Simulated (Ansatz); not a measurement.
## Run report: BNH4, geometry relaxation (part 2 of 2)

Continued. System: BNH4. Method: RKS CAM-B3LYP-D4/def2-SVPD (Ansatz 0.2.0). It belongs to a series of runs on one base structure; here: end point B relaxed.

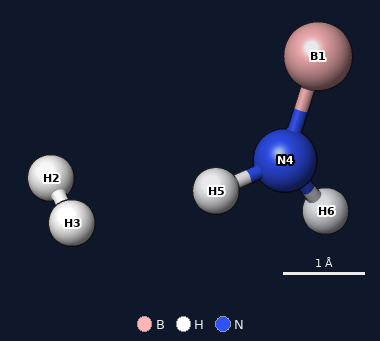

Fig. 1: The geometry at step 15 of the log (ball-and-stick view, seen at a tilt; atoms are numbered from 1 in the order of the input).

Trajectory as extended XYZ, continued
```
6
Properties=species:S:1:pos:R:3:forces:R:3 step=6 energy=-2226.08109
B    -1.1850    1.3528    0.0316    0.0088  -0.0544  -0.0270
H     1.1703   -0.6519    0.9993    0.0122  -0.0048  -0.0183
H     1.5901   -0.6103    0.3639   -0.0024  -0.0135   0.0165
N    -1.3662    0.2550   -0.7714   -0.0395   0.0257  -0.0014
H    -0.7680   -0.5674   -0.7554   -0.0445   0.0971   0.0058
H    -2.1432    0.2218   -1.4279    0.0654  -0.0501   0.0242
6
Properties=species:S:1:pos:R:3:forces:R:3 step=7 energy=-2226.08435
B    -1.2265    1.3783    0.0213    0.0061  -0.0032   0.0014
H     1.1631   -0.6662    0.9847    0.0055  -0.0055  -0.0069
H     1.5872   -0.6328    0.3522    0.0034  -0.0116   0.0056
N    -1.3645    0.2640   -0.7651   -0.0257   0.0321   0.0105
H    -0.7328   -0.5306   -0.7217   -0.0235   0.0389  -0.0093
H    -2.1284    0.1874   -1.4313    0.0342  -0.0507  -0.0013
6
Properties=species:S:1:pos:R:3:forces:R:3 step=8 energy=-2226.08754
B    -1.2910    1.4138    0.0016    0.0051   0.0614   0.0417
H     1.1642   -0.6888    0.9742   -0.0009  -0.0055  -0.0003
H     1.5844   -0.6585    0.3393    0.0077  -0.0094  -0.0019
N    -1.3633    0.2766   -0.7568    0.0122   0.0564   0.0486
H    -0.6926   -0.4788   -0.6859    0.1015  -0.0698   0.0289
H    -2.1036    0.1357   -1.4324   -0.1256  -0.0331  -0.1171
6
Properties=species:S:1:pos:R:3:forces:R:3 step=9 energy=-2226.08166 accepted=F
B    -1.4412    1.5029   -0.0430    0.0104  -0.4093  -0.2676
H     1.1595   -0.7502    0.9385   -0.0160  -0.0053   0.0254
H     1.5882   -0.7419    0.3096    0.0194  -0.0067  -0.0287
N    -1.3565    0.3170   -0.7464    0.0626  -0.2040  -0.0153
H    -0.5835   -0.3494   -0.5885   -0.5334   0.4530  -0.1309
H    -2.0684    0.0216   -1.4301    0.4570   0.1722   0.4170
6
Properties=species:S:1:pos:R:3:forces:R:3 step=10 energy=-2226.09148
B    -1.3725    1.4577   -0.0293   -0.0021  -0.0270  -0.0179
H     1.1998   -0.7295    0.9804   -0.0036  -0.0024  -0.0065
H     1.6245   -0.7056    0.3479   -0.0014  -0.0065  -0.0016
N    -1.3806    0.2976   -0.7597    0.0058   0.0608   0.0433
H    -0.6645   -0.4156   -0.6619    0.0234  -0.0014   0.0118
H    -2.1087    0.0954   -1.4373   -0.0222  -0.0236  -0.0292
6
Properties=species:S:1:pos:R:3:forces:R:3 step=11 energy=-2226.09383
B    -1.4465    1.4983   -0.0563    0.0000  -0.1596  -0.0956
H     1.1929   -0.7585    0.9612   -0.0002  -0.0020  -0.0092
H     1.6217   -0.7415    0.3311   -0.0054  -0.0053   0.0007
N    -1.3767    0.3124   -0.7473    0.0036   0.0113  -0.0056
H    -0.6123   -0.3500   -0.6163   -0.1259   0.1183  -0.0125
H    -2.0810    0.0393   -1.4323    0.1279   0.0373   0.1222
6
Properties=species:S:1:pos:R:3:forces:R:3 step=12 energy=-2226.09346 accepted=F
B    -1.5298    1.5333   -0.0836    0.0469  -0.2779  -0.1850
H     1.1814   -0.7909    0.9337    0.0017  -0.0029  -0.0035
H     1.6101   -0.7766    0.3036   -0.0074  -0.0039  -0.0019
N    -1.3515    0.3418   -0.7519   -0.0857  -0.0324   0.0747
H    -0.5723   -0.2872   -0.5454   -0.1819   0.1922  -0.0685
H    -2.0398   -0.0203   -1.4164    0.2265   0.1248   0.1842
6
Properties=species:S:1:pos:R:3:forces:R:3 step=13 energy=-2226.09655
B    -1.4841    1.5132   -0.0722   -0.0021  -0.0558  -0.0343
H     1.1856   -0.7704    0.9473   -0.0008  -0.0023  -0.0061
H     1.6092   -0.7602    0.3137   -0.0037  -0.0048  -0.0014
N    -1.3686    0.3205   -0.7392    0.0073  -0.0069  -0.0066
H    -0.5901   -0.3166   -0.5842   -0.0505   0.0553   0.0003
H    -2.0539    0.0135   -1.4255    0.0499   0.0146   0.0482
6
Properties=species:S:1:pos:R:3:forces:R:3 step=14 energy=-2226.09891
B    -1.5378    1.5345   -0.0953   -0.0017  -0.0294  -0.0187
H     1.1771   -0.7873    0.9277    0.0017  -0.0027  -0.0051
H     1.5933   -0.7872    0.2892   -0.0044  -0.0039  -0.0004
N    -1.3586    0.3314   -0.7270    0.0026   0.0023   0.0001
H    -0.5609   -0.2699   -0.5363   -0.0207   0.0281   0.0032
H    -2.0150   -0.0215   -1.4182    0.0224   0.0056   0.0210
6
Properties=species:S:1:pos:R:3:forces:R:3 step=15 energy=-2226.10027
B    -1.6232    1.5637   -0.1300    0.0421  -0.1588  -0.0932
H     1.1703   -0.8159    0.9016    0.0123  -0.0036  -0.0147
H     1.5708   -0.8301    0.2528   -0.0128  -0.0020   0.0130
N    -1.3381    0.3557   -0.7195   -0.0418   0.0280   0.0657
H    -0.5220   -0.1983   -0.4628   -0.0852   0.0808  -0.0399
H    -1.9595   -0.0749   -1.4021    0.0854   0.0556   0.0690
6
Properties=species:S:1:pos:R:3:forces:R:3 step=16 energy=-2226.09429 accepted=F
B    -1.6770    1.5914   -0.1714    0.0584  -0.3311  -0.1039
H     1.1705   -0.8450    0.8868    0.0091  -0.0026  -0.0114
H     1.5616   -0.8603    0.2325   -0.0066   0.0003   0.0082
N    -1.3602    0.3463   -0.6695    0.1313   0.0387  -0.1268
H    -0.4821   -0.1293   -0.4345   -0.3656   0.1606  -0.0517
H    -1.9147   -0.1031   -1.4038    0.1734   0.1341   0.2857
6
Properties=species:S:1:pos:R:3:forces:R:3 step=17 energy=-2226.10162
B    -1.6572    1.5759   -0.1521    0.0038  -0.0177  -0.0147
H     1.2027   -0.8413    0.9110    0.0007  -0.0004  -0.0074
H     1.5930   -0.8514    0.2563   -0.0093   0.0000   0.0014
N    -1.3558    0.3633   -0.7145    0.0018  -0.0430  -0.0030
H    -0.5281   -0.1687   -0.4538   -0.0419   0.0349  -0.0162
H    -1.9564   -0.0779   -1.4070    0.0450   0.0261   0.0399
6
Properties=species:S:1:pos:R:3:forces:R:3 step=18 energy=-2226.10241
B    -1.6792    1.5816   -0.1659   -0.0040   0.0062   0.0007
H     1.1975   -0.8471    0.9007   -0.0243   0.0002   0.0371
H     1.5664   -0.8592    0.2355    0.0201  -0.0015  -0.0417
N    -1.3485    0.3656   -0.7018    0.0112  -0.0346  -0.0133
H    -0.5138   -0.1459   -0.4274    0.0041   0.0171   0.0147
H    -1.9242   -0.0950   -1.4010   -0.0070   0.0125   0.0024
6
Properties=species:S:1:pos:R:3:forces:R:3 step=19 energy=-2226.10290
B    -1.7009    1.5871   -0.1805    0.0012  -0.0104  -0.0060
H     1.1917   -0.8573    0.8907   -0.0008  -0.0011  -0.0011
H     1.5561   -0.8662    0.2215   -0.0015  -0.0005  -0.0016
N    -1.3429    0.3690   -0.6948   -0.0047   0.0116   0.0042
H    -0.5038   -0.1239   -0.4014    0.0105   0.0015   0.0086
H    -1.9022   -0.1087   -1.3953   -0.0046  -0.0011  -0.0040
6
Properties=species:S:1:pos:R:3:forces:R:3 step=20 energy=-2226.09409 accepted=F
B    -1.8390    1.6259   -0.2683    0.2024  -0.5263  -0.1488
H     1.2191   -0.9183    0.8613    0.0448  -0.0012  -0.1354
H     1.4880   -0.9269    0.1440   -0.0399  -0.0004   0.1344
N    -1.3351    0.3941   -0.6453   -0.1109   0.0824  -0.1600
H    -0.4653    0.0050   -0.2737   -0.2321   0.1442  -0.0361
H    -1.7695   -0.1797   -1.3778    0.1356   0.3013   0.3459
6
Properties=species:S:1:pos:R:3:forces:R:3 step=21 energy=-2226.10302
B    -1.7647    1.6039   -0.2213    0.0492  -0.1494  -0.0529
H     1.1956   -0.8862    0.8724    0.0151  -0.0016  -0.0343
H     1.5240   -0.8913    0.1836   -0.0133  -0.0004   0.0340
N    -1.3339    0.3810   -0.6742   -0.0400   0.0796   0.0009
H    -0.4832   -0.0635   -0.3364   -0.0320   0.0282   0.0014
H    -1.8397   -0.1439   -1.3840    0.0210   0.0435   0.0510
6
Properties=species:S:1:pos:R:3:forces:R:3 step=22 energy=-2226.10288 accepted=F
B    -1.7811    1.6063   -0.2256    0.0171  -0.0285  -0.0215
H     1.2189   -0.9015    0.8830    0.0022   0.0004  -0.0143
H     1.5536   -0.9030    0.1978   -0.0094   0.0016   0.0111
N    -1.3392    0.3956   -0.6913   -0.0305  -0.0758  -0.0108
H    -0.4967   -0.0551   -0.3408   -0.0241   0.0381  -0.0168
H    -1.8574   -0.1423   -1.3831    0.0446   0.0642   0.0523
6
Properties=species:S:1:pos:R:3:forces:R:3 step=23 energy=-2226.10356
B    -1.7743    1.6020   -0.2286    0.0002  -0.0017  -0.0011
H     1.1911   -0.8986    0.8686    0.0003  -0.0013  -0.0012
H     1.5300   -0.8911    0.1860    0.0004   0.0003   0.0007
N    -1.3317    0.3857   -0.6764   -0.0032   0.0039  -0.0013
H    -0.4780   -0.0479   -0.3347    0.0009  -0.0005   0.0016
H    -1.8390   -0.1502   -1.3747    0.0014  -0.0007   0.0013
```

The run was set up as follows.

The input
```yaml
crystal:
  periodic: [false, false, false]
  atoms:
    - { symbol: B, position_ang: [-0.740167, 1.064012, 0.151175] }
    - { symbol: H, position_ang: [0.944312, -0.442431, 0.941769] }
    - { symbol: H, position_ang: [1.210312, -0.324555, 0.286588] }
    - { symbol: "N", position_ang: [-1.221018, 0.133372, -0.738981] }
    - { symbol: H, position_ang: [-0.854356, -0.796252, -0.907444] }
    - { symbol: H, position_ang: [-2.040984, 0.365854, -1.293007] }
basis:
  gaussian: { orbitals: def2-SVPD }
hamiltonian:
  xc: cam_b3lyp
  dispersion: d4
relax:
  f_tol: 0.03
  max_steps: 50
```

Launched with:
```bash
ansatz run input.yaml --threads 2 --pin off --max-ram 3072MiB --backend cpu --events-out ev --progress --plain --runs-dir out
```

Key numbers

| quantity | value |
| --- | --- |
| outcome | converged |
| total energy | −2226.1037 eV |
| mean-field energy | −2226.0647 eV |
| largest force (length of the vector) at the end | 0.005 eV/Å |
| hardware | 2 threads of AMD EPYC (Zen 5), 32 GiB of memory available, shared host |
| wall time | 7.1 s (CPU time 13 s) |
| peak memory | 0.15 GiB |
